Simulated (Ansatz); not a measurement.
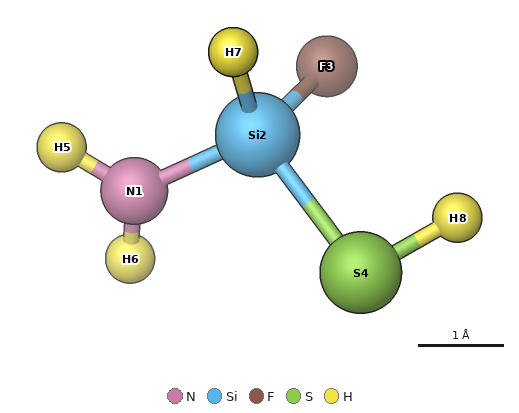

**Figure 1.** The structure (ball-and-stick view, seen at a tilt; atoms are numbered from 1 in the order of the input).

**Two runs on SiNH4SF**

System: SiNH4SF.
Method of run 1: RKS SPW92 (LDA)/def2-TZVPP (Ansatz 0.2.0).

The geometry comes from this level: PBE0-D4/def2-TZVP. Text and figures count atoms from 1; the logs count them from 0 in places.

## Input, run 1
```yaml
crystal:
  periodic: [false, false, false]
  atoms:
    - {symbol: N, position_ang: [-0.902111, 0.955918, 0.412186]}
    - {symbol: Si, position_ang: [0.375505, -0.130009, 0.216298]}
    - {symbol: F, position_ang: [1.704272, 0.467288, -0.448992]}
    - {symbol: S, position_ang: [-0.326787, -1.638034, -1.101140]}
    - {symbol: H, position_ang: [-0.992831, 1.530770, 1.232746]}
    - {symbol: H, position_ang: [-1.456570, 1.286806, -0.359432]}
    - {symbol: H, position_ang: [0.790455, -0.596246, 1.554503]}
    - {symbol: H, position_ang: [0.900267, -1.933492, -1.561969]}
basis:
  gaussian: {orbitals: def2-TZVPP}
hamiltonian: {xc: lda}
output: {orbitals: {seedname: orbitals}}
```

Command:
```bash
ansatz run in.yaml --threads 2 --pin off --events-out ev --progress --plain --max-ram 4352MiB
```

Hardware: 2 threads of Arm Neoverse V2, 23 GiB of memory available, shared host.

## Output (run 1)
```
Functional definition: SPW92
  exchange = slater_x
  correlation = pw_c
1119 factors; their error is unknown
mean field evaluation 1: about -22881.7246 eV, gradient 7.8e1 eV
mean field evaluation 2: about -22846.3128 eV, gradient 1.4e2 eV
mean field evaluation 4: about -22892.2808 eV, gradient 1.1e1 eV
mean field evaluation 8: about -22892.5293 eV, gradient 1.5e-1 eV
mean field evaluation 16: about -22892.5120 eV, gradient 2.6e-4 eV
mean field -22892.51200852 eV, -841.2842992112 hartree, gradient 3.0e-5 eV, S^2 0.000000; 0 other end points of the search recorded, 0 dependent functions left out
reference -22892.51204230 eV, -841.2843004527 hartree; 25, 25 occupied and 177, 177 virtual orbitals, 1119 factors
Total energy: -22892.51204230 eV, -841.2843004527 hartree
```

For run 2 the input was changed thus:
```diff
-hamiltonian: {xc: lda}
+hamiltonian: {xc: {name: LC-wPBE}}
```

Predict how the results change.

The total energies belong to different methods, so their difference says nothing on which is more stable or more accurate. The HOMO goes from −6.53 to −10.44 eV. The LUMO goes from −0.67 to 2.63 eV.

## Output (run 2)
```
Functional definition: LC-wPBE
  parameter omega = 0.4/bohr
  exchange = pbe_x_sr(omega) + exact_x_lr(omega)
  correlation = pbe_c
1119 factors; their error is unknown
341 factors; integrals over basis functions are off by at most 2.7e-5 eV
mean field evaluation 1: about -22978.3353 eV, gradient 5.6e1 eV
mean field evaluation 2: about -22978.9921 eV, gradient 5.4e1 eV
mean field evaluation 4: about -22983.4989 eV, gradient 2.3e0 eV
mean field evaluation 8: about -22983.5095 eV, gradient 2.6e-2 eV
mean field evaluation 16: about -22983.4879 eV, gradient 2.7e-5 eV
mean field -22983.48792423 eV, -844.6276024477 hartree, gradient 2.7e-5 eV, S^2 0.000000; 0 other end points of the search recorded, 0 dependent functions left out
reference -22983.48792423 eV, -844.6276024480 hartree; 25, 25 occupied and 177, 177 virtual orbitals, 1119 factors
Total energy: -22983.48792423 eV, -844.6276024480 hartree
```

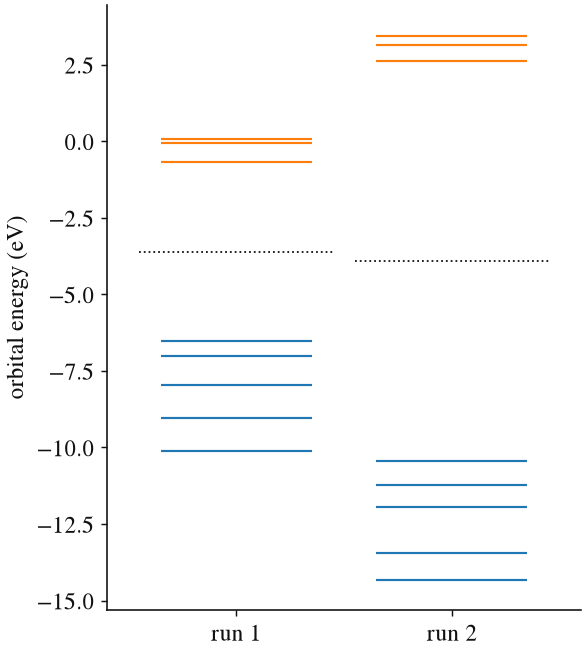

**Figure 2.** The five highest filled and three lowest empty orbital energies of the two runs; the dotted lines part filled from empty levels. The HOMO–LUMO gap is 5.86 eV in run 1 and 13.07 eV in run 2.

## The two runs side by side

```csv
quantity,run 1,run 2
outcome,converged,converged
total energy (hartree),−841.284300,−844.627602
HOMO (eV),−6.53,−10.44
LUMO (eV),−0.67,2.63
basis functions,202,202
wall time (shared host),1.3 s,2.8 s
```
